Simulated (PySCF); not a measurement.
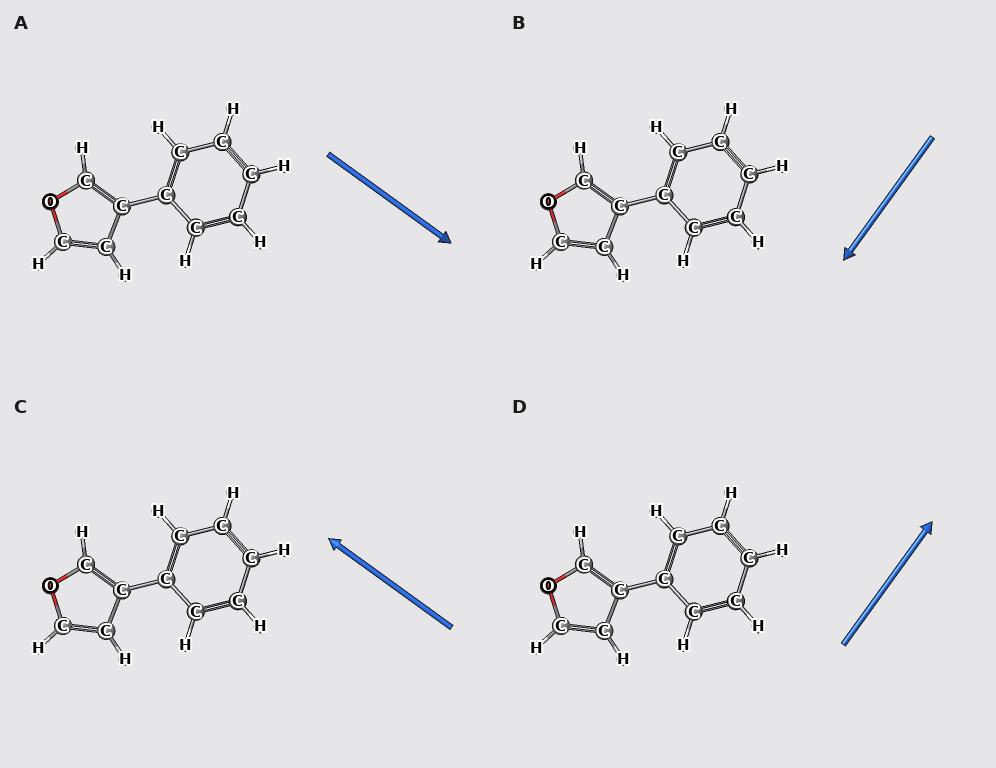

The same molecule four times, each with an arrow. The computed structure is the end point of a GFN2-xTB optimisation. No frequency run is at hand to confirm it as a minimum. Method: PBE0/pcSseg-1, gas phase (PySCF 2.14.0).

> Which arrow points along the dipole moment, from the negative to the positive end?

A. The dipole moment is 0.48 D.
